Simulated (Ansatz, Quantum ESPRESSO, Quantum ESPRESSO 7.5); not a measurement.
# 1T-NiSSe, 1 layer: biaxial strain by an ASE script

How do the band edges of 1T-NiSSe, 1 layer move against the vacuum when the sheet is stretched?

Main program and level: Quantum ESPRESSO 7.5; plane-wave DFT, PBE, GBRV ultrasoft pseudopotentials (geometry by Ansatz 0.2.0 with PAW datasets; geometry under PBE).

**1. Set-up**

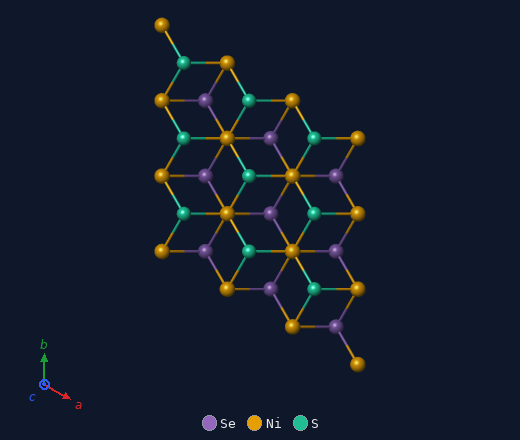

Start, viewed from above; selenium purple, nickel orange, sulfur teal. 3×3×1 cells are drawn. Some periodic images of atoms are drawn too.

The cell holds 3 atoms: 1 Se, 1 Ni and 1 S. Its edges and angles: a = 3.450 Å, b = 3.450 Å, c = 17.121 Å, α = 90.0°, β = 90.0°, γ = 120.0°. It derives from NiSSe. Vacuum lies along c.

This sheet is a model structure: its symmetry is held, and its stability is not tested here.

**2. Relaxation with Ansatz**

A relaxation in Ansatz fixes the structure of this slab for the runs on it.

File input.yaml:

```yaml
crystal:
  lattice:
    - [3.45, 0.0, 0.0]
    - [-1.725, 2.9877876431, 0.0]
    - [0.0, 0.0, 17.1210168115]
  atoms:
    - { symbol: Se, position: [0.6666666667, 0.3333333333, 0.4380580945] }
    - { symbol: Ni, position: [0.0, 0.0, 0.5093393824] }
    - { symbol: S, position: [0.3333333333, 0.6666666667, 0.5619419055] }
kpoints:
  mp_grid: { grid: [12, 12, 1] }
hamiltonian:
  xc: pbe
scf:
  occupations: { method: fermi_dirac, width: 0.05 }
  convergence: { dr2_threshold: 1.0e-08 }
efield:
  axis: 3
  dipole_correction: true
  ramp_position: 0.97
  ramp_width: 0.04
relax:
  f_tol: 0.01
  cell: { fix: [c, alpha, beta] }
output:
  write_potential: true
  write_density: true
  volumetric_format: npy
```

Launch:

```console
> ansatz run input.yaml --threads 4 --pin off --max-ram 8192MiB --backend cpu --events-out ev --progress --plain --runs-dir out
```

Numbers of over 12 decimals in the logs are rounded to 6 here.

Output:

```text
Warning: relax.cell: scf.convergence.dr2_threshold = 1e-8 eV is looser than the 3e-10 eV advised for a relaxation that steers and ends on the stress (1e-10 eV for each atom of the cell: 3). What an SCF threshold leaves in a stress goes as its square root, and in the free energy as the threshold itself, and one threshold admits the most on a small cell: [figures from the program's tests cut] Set scf.convergence.dr2_threshold to 3e-10 eV or tighter. The threshold is an SCF's pass mark: one that does not reach it within its budget of iterations ends unconverged, or closes short of it on a stop that the run arms, and scf.convergence.dr2_threshold's page says what that costs each kind of run
Engine: ansatz 0.2.0, aarch64-unknown-linux-gnu
Pseudopotentials: kind: paw
Pseudopotential: Se, paw, valence charge 16, recommended cutoff 420 eV (normal), Se.paw.azcp
Pseudopotential: Ni, paw, valence charge 18, recommended cutoff 420 eV (normal), Ni.paw.azcp
Pseudopotential: S, paw, valence charge 6, recommended cutoff 420 eV (normal), S.paw.azcp
Functional definition: PBE
  parameter kappa = 0.804
  parameter beta = 0.066725
  exchange = pbe_x(kappa = kappa, mu = beta*pi^2/3)
  correlation = pbe_c(beta = beta)
Crystal: 3 atoms, lattice volume = 176.481 Å³
Basis set: ecut = 420 eV, 3417 PW (Γ), exchange–correlation on 48×48×240 points (8 copies of the dense FFT grid, shifted against one another)
Bands: 24, of which v1, the nominal top of the filled ones, is band 20 counted from 1 (19 counted from 0)
Symmetry: 6 space group operations
Space group: P3m1 (ITA 156), of the structure as read, at distance tolerance 5.6e-5 Å
k-points: 19 of 144 (time reversal used)
Non-local potential: Se, projectors of the file, l = 0: 2, l = 1: 2, l = 2: 3, l = 3: 1
Non-local potential: Ni, projectors of the file, l = 0: 3, l = 1: 2, l = 2: 3, l = 3: 1
Non-local potential: S, projectors of the file, l = 0: 2, l = 1: 2, l = 2: 2
PAW form: soft (Blöchl's): semilocal exchange-correlation on the pseudo side does not see the compensation charge
PAW one-centre angular grid: Se, 590 points (default); XC on 64 Gauss nodes
PAW one-centre angular grid: Ni, 590 points (default); XC on 64 Gauss nodes
PAW one-centre angular grid: S, 110 points (default); XC on 64 Gauss nodes
Initial density: superposition of atomic densities (neutral atoms: chi_scale 0, normalization atom), corrected by the library's trained network
Initial wavefunctions: pseudopotential atomic-orbital guess
Functional: x = pbe(κ = 0.804, μ = 0.219515), c = pbe(β = 0.066725)
SCF iter   1: F=—  HF=-12211.265812 eV  |F-HF|=—  |Δ(HF+E_count)|=         —  Δρ=4.29e-3  dr2=4.30e-2  ethr=1.77e-3  p=-0.049 e·Å  D=-5.05e-2 V/Å  ΔV_dip=0.86 eV  dr2_dipole=5.01e-3  V_vac-E_F(+/−)=5.54/4.67 eV  ⟨swp⟩=8.2  Hψ=2470  notcnv=0
efield: sawtooth ramp at fractional position 0.9700 (set: `efield.ramp_position`, or a place that a band, a saddle search or an elastic batch's reference lends), width 0.0400; the density the first Hamiltonian is built on has a dipole p = -0.049 e·Å; the dipole correction subtracts the counter field D = -5.05e-2 V/Å, which shifts the + side's vacuum level by +0.86 eV against the − side's; the planar-averaged density in the ramp window peaks in size at 4.5e-5 e/Å³
preconditioner: auto → LDOS  [insulator: Δε(μ)=0.324 eV  Ē_g=8.625 eV  σ=0.050 eV  W_gap=0.92  n_scr=16 (ndim 8)  ℏωp=13.1 eV  f_vac=0.682  D(μ)=0.21/eV (n_scr^D=2)  ε∞_Penn≈3.3  β→1.0]
SCF iter   2: F=—  HF=-12211.281992 eV  |F-HF|=—  |Δ(HF+E_count)|=   1.62e-2  Δρ=1.02e-2  dr2=2.15e-1  ethr=1.08e-4  p=-0.028 e·Å  D=-2.87e-2 V/Å  ΔV_dip=0.49 eV  dr2_dipole=1.65e-2  V_vac-E_F(+/−)=5.31/4.82 eV  ⟨swp⟩=3.1  Hψ=914  notcnv=0
SCF iter   3: F=—  HF=-12211.267360 eV  |F-HF|=—  |Δ(HF+E_count)|=   1.46e-2  Δρ=5.77e-3  dr2=4.59e-2  ethr=1.08e-4  p=-0.041 e·Å  D=-4.17e-2 V/Å  ΔV_dip=0.71 eV  dr2_dipole=4.05e-4  V_vac-E_F(+/−)=5.33/4.62 eV  ⟨swp⟩=3.1  Hψ=739  notcnv=0
SCF iter   4: F=—  HF=-12211.263321 eV  |F-HF|=—  |Δ(HF+E_count)|=   4.04e-3  Δρ=6.97e-4  dr2=2.31e-3  ethr=1.08e-4  p=-0.042 e·Å  D=-4.27e-2 V/Å  ΔV_dip=0.73 eV  dr2_dipole=4.25e-4  V_vac-E_F(+/−)=5.36/4.63 eV  ⟨swp⟩=2.0  Hψ=624  notcnv=0
SCF iter   5: F=—  HF=-12211.263160 eV  |F-HF|=—  |Δ(HF+E_count)|=   1.61e-4  Δρ=7.98e-5  dr2=8.50e-6  ethr=5.78e-6  p=-0.040 e·Å  D=-4.06e-2 V/Å  ΔV_dip=0.70 eV  dr2_dipole=9.88e-9  V_vac-E_F(+/−)=5.34/4.65 eV  ⟨swp⟩=1.8  Hψ=569  notcnv=0
SCF iter   6: F=—  HF=-12211.263062 eV  |F-HF|=—  |Δ(HF+E_count)|=   9.76e-5  Δρ=4.41e-5  dr2=2.64e-6  ethr=2.13e-8  p=-0.040 e·Å  D=-4.08e-2 V/Å  ΔV_dip=0.70 eV  dr2_dipole=6.45e-10  V_vac-E_F(+/−)=5.34/4.64 eV  ⟨swp⟩=3.1  Hψ=922  notcnv=0
SCF iter   7: F=—  HF=-12211.263063 eV  |F-HF|=—  |Δ(HF+E_count)|=   7.60e-7  Δρ=1.69e-5  dr2=6.53e-7  ethr=6.60e-9  p=-0.040 e·Å  D=-4.07e-2 V/Å  ΔV_dip=0.70 eV  dr2_dipole=2.40e-10  V_vac-E_F(+/−)=5.34/4.64 eV  ⟨swp⟩=2.0  Hψ=623  notcnv=0
SCF iter   8: F=—  HF=-12211.263063 eV  |F-HF|=—  |Δ(HF+E_count)|=   6.36e-8  Δρ=2.68e-6  dr2=1.74e-8  ethr=1.63e-9  p=-0.040 e·Å  D=-4.07e-2 V/Å  ΔV_dip=0.70 eV  dr2_dipole=6.10e-10  V_vac-E_F(+/−)=5.34/4.64 eV  ⟨swp⟩=2.0  Hψ=604  notcnv=0
SCF iter   9: F=-12211.263063 eV  HF=-12211.263063 eV  |F-HF|=1.60e-8  |Δ(HF+E_count)|=   4.58e-8  Δρ=7.71e-7  dr2=9.14e-10  ethr=2.50e-11  p=-0.040 e·Å  D=-4.07e-2 V/Å  ΔV_dip=0.70 eV  dr2_dipole=2.53e-14  V_vac-E_F(+/−)=5.34/4.64 eV  ⟨swp⟩=9.4  Hψ=3218  notcnv=0
SCF 1 converged in 9 iterations: F = -12211.263063 eV  dr2 = 9.14e-10
  greatest PAW one-centre occupation: 1.000 electrons in one spin orbital (limit 2), on the Ni atom at site 1 (counted from 0), in its partial waves of l = 1
relax step   1: F+E_penalty+E_count = -12211.26306303 eV  Δ(F+E_penalty+E_count) = +0.000e0 eV  max|allowed force component| = 2.272e0 eV/Å  Δτ_max = 0.0000 Å  P = +2.854 GPa  Ω = 176.481 Å³  fix = [c, alpha, beta]  reactions: c +3.090 GPa  (9 SCF iters, accepted)
Crystal: 3 atoms, lattice volume = 172.827 Å³
Basis set: ecut = 420 eV, 3381 PW (Γ), exchange–correlation on 48×48×240 points (8 copies of the dense FFT grid, shifted against one another)
Initial density: handed on by an earlier stage of this run
Initial wavefunctions: those handed on with the density
iter 1 solved again at ethr=2.11e-4 eV; its pass at ethr=3.10e-3 eV (dr2=8.46e-2 eV) is discarded
[...]
SCF iter   8: F=—  HF=-12211.546494 eV  |F-HF|=—  |Δ(HF+E_count)|=   3.19e-5  Δρ=1.20e-5  dr2=7.10e-8  ethr=2.17e-9  p=-0.042 e·Å  D=-4.35e-2 V/Å  ΔV_dip=0.74 eV  dr2_dipole=2.70e-10  V_vac-E_F(+/−)=5.61/4.86 eV  ⟨swp⟩=2.1  Hψ=683  notcnv=0
SCF iter   9: F=-12211.546495 eV  HF=-12211.546495 eV  |F-HF|=2.23e-9  |Δ(HF+E_count)|=   5.94e-8  Δρ=2.43e-6  dr2=5.74e-9  ethr=2.50e-11  p=-0.042 e·Å  D=-4.35e-2 V/Å  ΔV_dip=0.74 eV  dr2_dipole=2.14e-10  V_vac-E_F(+/−)=5.61/4.86 eV  ⟨swp⟩=8.1  Hψ=3533  notcnv=0
SCF 3 converged in 9 iterations: F = -12211.546495 eV  dr2 = 5.74e-9
relax step   3: F+E_penalty+E_count = -12211.54649451 eV  Δ(F+E_penalty+E_count) = -1.848e-2 eV  max|allowed force component| = 1.382e-1 eV/Å  Δτ_max = 0.0243 Å  P = +0.128 GPa  Ω = 174.481 Å³  energy of the carried Pulay correction = +9.395e-5 eV  fix = [c, alpha, beta]  reactions: c +0.018 GPa  (9 SCF iters, accepted)
[...]
relax step   4: F+E_penalty+E_count = -12211.54771207 eV  Δ(F+E_penalty+E_count) = -1.218e-3 eV  max|allowed force component| = 2.376e-2 eV/Å  Δτ_max = 0.0067 Å  P = -0.010 GPa  Ω = 175.593 Å³  energy of the carried Pulay correction = +4.160e-5 eV  fix = [c, alpha, beta]  reactions: c -0.010 GPa  (9 SCF iters, accepted)
[...]
relax step   5: F+E_penalty+E_count = -12211.54773358 eV  Δ(F+E_penalty+E_count) = -2.151e-5 eV  max|allowed force component| = 7.295e-3 eV/Å  Δτ_max = 0.0015 Å  P = +0.008 GPa  Ω = 175.552 Å³  energy of the carried Pulay correction = +4.352e-5 eV  fix = [c, alpha, beta]  reactions: c +0.007 GPa  (8 SCF iters, accepted)
Initial wavefunctions: pseudopotential atomic-orbital guess (no wavefunctions were taken with the density)
iter 1 solved again at ethr=1.44e-6 eV; its pass at ethr=3.10e-3 eV (dr2=5.75e-4 eV) is discarded
SCF iter   1: F=—  HF=-12211.547786 eV  |F-HF|=—  |Δ(HF+E_count)|=         —  Δρ=2.86e-6  dr2=1.23e-8  ethr=1.44e-6  p=-0.042 e·Å  D=-4.32e-2 V/Å  ΔV_dip=0.74 eV  dr2_dipole=4.71e-10  V_vac-E_F(+/−)=5.62/4.88 eV  ⟨swp⟩=3.4  Hψ=3598  notcnv=0
efield: sawtooth ramp at fractional position 0.9700 (set: `efield.ramp_position`, or a place that a band, a saddle search or an elastic batch's reference lends), width 0.0400; the density the first Hamiltonian is built on has a dipole p = -0.042 e·Å; the dipole correction subtracts the counter field D = -4.32e-2 V/Å, which shifts the + side's vacuum level by +0.74 eV against the − side's; the planar-averaged density in the ramp window peaks in size at 1.2e-5 e/Å³
eigensolver tolerance schedule: the retry pair's looser diagonalisation over-reported the residual by 46925.99 of it (diagonalisation noise at an unbounded share of the residual, at the tolerance the schedule requests for it); recorded, not acted on — ethr = c·dr2/N_el stays at c = 1.0e-1
preconditioner: auto → none  [insulator: Δε(μ)=0.370 eV  Ē_g=8.292 eV  σ=0.050 eV  W_gap=0.94  n_scr=16 (ndim 8)  ℏωp=13.1 eV  f_vac=0.666  D(μ)=0.08/eV (n_scr^D=0)  ε∞_Penn≈3.5]
SCF iter   2: F=—  HF=-12211.547698 eV  |F-HF|=—  |Δ(HF+E_count)|=   8.71e-5  Δρ=5.33e-6  dr2=1.47e-7  ethr=3.06e-11  p=-0.042 e·Å  D=-4.31e-2 V/Å  ΔV_dip=0.74 eV  dr2_dipole=2.43e-8  V_vac-E_F(+/−)=5.62/4.88 eV  ⟨swp⟩=4.6  Hψ=1490  notcnv=0
SCF iter   3: F=—  HF=-12211.547698 eV  |F-HF|=—  |Δ(HF+E_count)|=   5.94e-9  Δρ=7.67e-6  dr2=2.36e-7  ethr=3.06e-11  p=-0.042 e·Å  D=-4.32e-2 V/Å  ΔV_dip=0.74 eV  dr2_dipole=4.72e-8  V_vac-E_F(+/−)=5.62/4.88 eV  ⟨swp⟩=3.4  Hψ=1050  notcnv=0
SCF iter   4: F=—  HF=-12211.547698 eV  |F-HF|=—  |Δ(HF+E_count)|=   1.82e-8  Δρ=3.54e-6  dr2=2.28e-8  ethr=3.06e-11  p=-0.042 e·Å  D=-4.32e-2 V/Å  ΔV_dip=0.74 eV  dr2_dipole=2.00e-9  V_vac-E_F(+/−)=5.62/4.88 eV  ⟨swp⟩=2.0  Hψ=605  notcnv=0
SCF iter   5: F=—  HF=-12211.547698 eV  |F-HF|=—  |Δ(HF+E_count)|=   3.93e-9  Δρ=4.91e-6  dr2=5.70e-8  ethr=3.06e-11  p=-0.042 e·Å  D=-4.32e-2 V/Å  ΔV_dip=0.74 eV  dr2_dipole=6.70e-9  V_vac-E_F(+/−)=5.62/4.88 eV  ⟨swp⟩=2.0  Hψ=611  notcnv=0  recentre
SCF iter   6: F=-12211.547698 eV  HF=-12211.547698 eV  |F-HF|=5.68e-10  |Δ(HF+E_count)|=   5.18e-9  Δρ=7.16e-7  dr2=8.12e-10  ethr=2.50e-11  p=-0.042 e·Å  D=-4.32e-2 V/Å  ΔV_dip=0.74 eV  dr2_dipole=3.12e-11  V_vac-E_F(+/−)=5.62/4.88 eV  ⟨swp⟩=8.5  Hψ=3321  notcnv=0
SCF 6 converged in 6 iterations: F = -12211.547698 eV  dr2 = 8.12e-10
relax step   6: F+E_penalty+E_count = -12211.54769845 eV  Δ(F+E_penalty+E_count) = +3.513e-5 eV  max|allowed force component| = 7.280e-3 eV/Å  Δτ_max = 0.0000 Å  P = +0.007 GPa  Ω = 175.552 Å³  fix = [c, alpha, beta]  reactions: c +0.005 GPa  stress off target by 8.30e-3 GPa on what of the cell is left free  SCF on the basis re-selected at this cell (its energy is not comparable with the rows above)  (6 SCF iters)
basis re-selected at this cell: Δ(F+E_penalty+E_count) = +3.513e-5 eV, ΔP = -0.001 GPa vs the last step (what re-selecting the basis moved, of the pressure what is left beyond the Pulay correction that the steps carried, after the strain that the cell walked since its last selection, with what the two solves' SCF thresholds leave and, on support functions, any second-order correction that the steps lacked; it is no m [...]
SCF converged after 6 iterations
Free energy (F): -12211.547698 eV
Harris-Foulkes:  -12211.547698 eV  (|F-HF|=5.68e-10)
Internal energy: -12211.546572 eV  (E = F + TS)
E sigma→0 (E₀):  -12211.547135 eV
Entropy (-TS):   -0.001127 eV (-0.376 meV/atom)
Fermi energy:    -0.603799 eV
Dipole field:    D = -0.043146 V/Å  (p = -0.041859 e·Å, saw-weighted, corrected)
Work function:   Φ+ = 5.6175 eV   Φ− = 4.8788 eV
Levels:          The Fermi level and band energies are counted from a zero that moves with the ramp; work functions are not
--- Per-component energies (eV) ---
  E_band       = -1208.760505
  E_kinetic    = 505.470419
  E_local      = -32742.934358  (includes V_loc(G=0)·N_el)
  E_nonlocal   = 65.699976
  E_hartree    = 15781.975941
  E_xc         = -285.446898
  E_vxc        = -294.076948  (∫ρ·V_xc dr)
  E_paw        = -4138.837550  (= ΣΔE_a)
  E_vpaw       = -306.759032  (= ΣTr[D̂ρ^β])
  E_aug_tail   = -0.000078  (compensation charges beyond the density's cutoff)
  E_efield     = 0.000903  (sawtooth field / dipole correction)
  E_vefield    = -0.115721  (∫n·V_field dr)
  E_ewald      = 8602.525073
  E_smearing   = -0.001127  (= −TS)
  E_closure    = 0.000000  (closes the sum)
  Σ components = -12211.547698   (vs F -12211.547698, Δ=0.00e0)
--- Forces (eV/Å), atoms counted from 1 ---
  atom   1  Se    -0.00000000     0.00000000    -0.00576304
  atom   2  Ni    -0.00000000    -0.00000000     0.00727708
  atom   3  S      0.00000000     0.00000000    -0.00152369
  max |Σ_I F_I| component: 9.65e-6 eV/Å
--- Stress (GPa, compression-positive) ---
        0.008303      -0.000000       0.000000
       -0.000000       0.008303      -0.000000
        0.000000      -0.000000       0.005374
  P = ⅓ Tr σ = 0.0073 GPa (0.073 kbar)
--- Band table (eV; the first three rows and the last of 19) ---
  k-point 0: bands = [... 16 lower, -2.3276, -1.5070, -0.7497, -0.7497, 0.9731, 0.9731, 3.7158, 4.5304]
  k-point 1: bands = [... 16 lower, -2.3872, -1.4474, -1.0452, -0.8509, 0.5873, 0.9243, 3.8499, 4.6693]
  k-point 2: bands = [... 16 lower, -2.6209, -1.6966, -1.1498, -1.0944, -0.1567, 0.8391, 4.1955, 4.9710]
  k-point 18: bands = [... 16 lower, -3.7382, -2.9502, -2.3840, -2.1950, -0.3019, 0.1402, 5.7048, 7.2661]
--- Relaxed structure (5 steps of the walk, 5 accepted, 1 SCFs on fresh bases) ---
  F+E_penalty+E_count = -12211.54769845 eV   max|allowed force component| = 7.280e-3 eV/Å   (the final SCF, on the basis selected at the relaxed cell)
  cell:  # Å, volume = 175.5516 Å³
    - [3.440902, 0, 0]
    - [-1.720451, 2.979909, 0]
    - [0, 0, 17.1210168115]
  atoms:
    - { symbol: Se, position: [0.666667, 0.333333, 0.431068] }
    - { symbol: Ni, position: [0, 0, 0.506182] }
    - { symbol: S, position: [0.333333, 0.666667, 0.572089] }
```

The job ended after 9.8 s (4 threads of Arm Neoverse V2, shared host; peak memory 0.48 GiB).

Step by step:

| step | energy less that of the first step (eV) | largest force component (eV/Å) | pressure (GPa) | volume (Å³) |
| --- | --- | --- | --- | --- |
| 1 | 0.0000 | 2.2717 | 2.85 | 176.48 |
| 2 | -0.2649 | 0.5459 | 0.76 | 172.83 |
| 3 | -0.2834 | 0.1382 | 0.13 | 174.48 |
| 4 | -0.2846 | 0.0238 | -0.01 | 175.59 |
| 5 | -0.2847 | 0.0073 | 0.01 | 175.55 |
| 6* | -0.2846 | 0.0073 | 0.01 | 175.55 |

Relaxation steps marked * repeat the geometry before them on a plane-wave basis chosen anew for their cell, so energy and pressure can jump there.

Forces are held to the 6 operations that the run works with; a distortion that breaks them can't arise in this run.

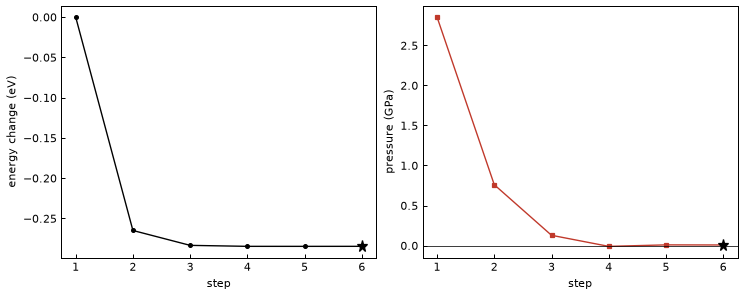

Energy and pressure along the relaxation. Stars mark steps on a basis chosen anew.

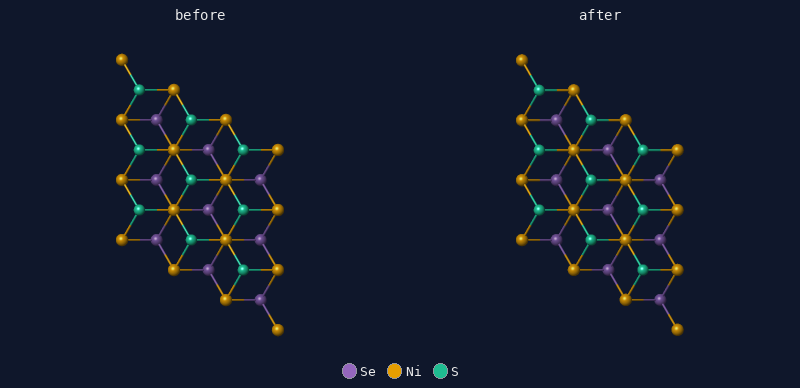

Before and after, at one scale.

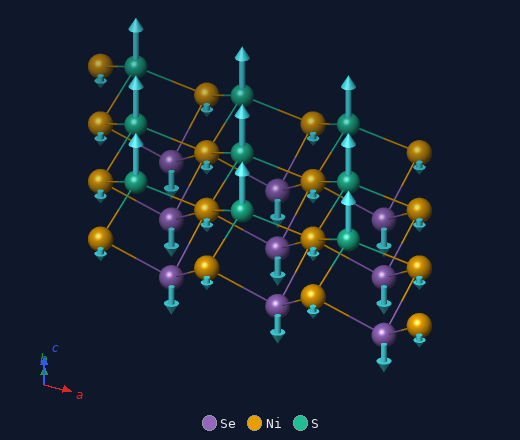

Displacements in the relaxation, exaggerated, measured against the changing cell; the longest in the cell stands for 0.17 Å. 3×3×1 cells are drawn. Some periodic images of atoms are drawn too.

| cell as run | before | after | change |
| --- | --- | --- | --- |
| a (Å) | 3.450 | 3.441 | -0.3 % |
| b (Å) | 3.450 | 3.441 | -0.3 % |

The atoms that moved most (Å, along periodic axes as changes of fractional coordinates times the final cell, across vacuum about the mean position):

| atom | dx | dy | dz | length |
| --- | --- | --- | --- | --- |
| S3 | 0.000 | 0.000 | 0.174 | 0.174 |
| Se1 | 0.000 | 0.000 | -0.120 | 0.120 |
| Ni2 | 0.000 | 0.000 | -0.054 | 0.054 |

Final coordinates:

```xyz
3
Lattice="3.4409 0.0000 0.0000 -1.7205 2.9799 0.0000 0.0000 0.0000 17.1210" Properties=species:S:1:pos:R:3
Se    1.7205    0.9933    7.3803
Ni    0.0000    0.0000    8.6664
S     0.0000    1.9866    9.7947
```

Numbers from this step:

| Item | Value |
| --- | --- |
| free energy | -12211.5477 eV |
| energy at zero smearing | -12211.5471 eV |
| smearing term TS | 0.001127 eV |
| Fermi energy | -0.6038 eV |
| gap by band count | 0.3697 eV |
| symmetry operations | 6 |
| dipole along the normal | -0.04186 e·Å |
| vacuum level at the upper face over a Fermi level inside the gap | 5.618 eV |
| vacuum level at the lower face over a Fermi level inside the gap | 4.879 eV |

[end of part 1 of 2]

[Logs are printed without paths, hosts, clocks, repeated set-up lines and the standing remarks that a program may print on its own settings, such as how far it seeks lower states.]

[Hosts, paths, dates, database ids (printed as entryN), source tags and the programs' standing remarks are cut or masked in the printed files.]

[Maps of the electrostatic potential energy from Ansatz leave out the sawtooth potential of an applied field or a dipole correction, so their vacuum need not be flat; planar profiles and work functions include it.]
